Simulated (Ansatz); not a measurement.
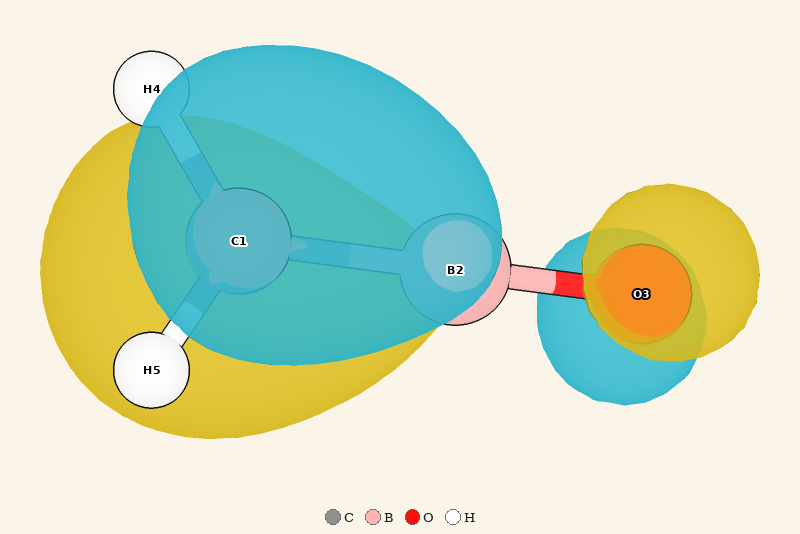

Figure 1: CH2BO (SMILES C=B[O-]) (charge −1). The HOMO at ±0.15 Å⁻³ᐟ² (yellow and cyan are the two phases), seen at a tilt.

Geometry: PBE0-D3(BJ)/def2-SVPD; the highest occupied orbital lies above zero, a sign that basis and functional describe the outermost electron poorly.

These are results of isolated molecule in a Gaussian basis; Kohn-Sham density functional theory, functional PBE0 (Ansatz), not measurements.

```yaml
atoms:
  - { symbol: C, position_ang: [-1.3921, 0.7476, -2.5054] }
  - { symbol: B, position_ang: [-0.9470, 1.7970, -1.6069] }
  - { symbol: O, position_ang: [-0.5641, 2.6997, -0.8338] }
  - { symbol: H, position_ang: [-2.4135, 0.3561, -2.4840] }
  - { symbol: H, position_ang: [-0.7283, 0.2962, -3.2487] }
```

Question: Where does this orbital lie, and at what energy?

Answer: Its weight (Hirshfeld) is mainly on C1 (about 55 %), B2 (about 20 %) and O3 (about 10 %); it changes sign across the molecular plane (π type); π-bonding across C1–B2; π-antibonding (a node) across B2–O3. Its energy is 0.35 eV.
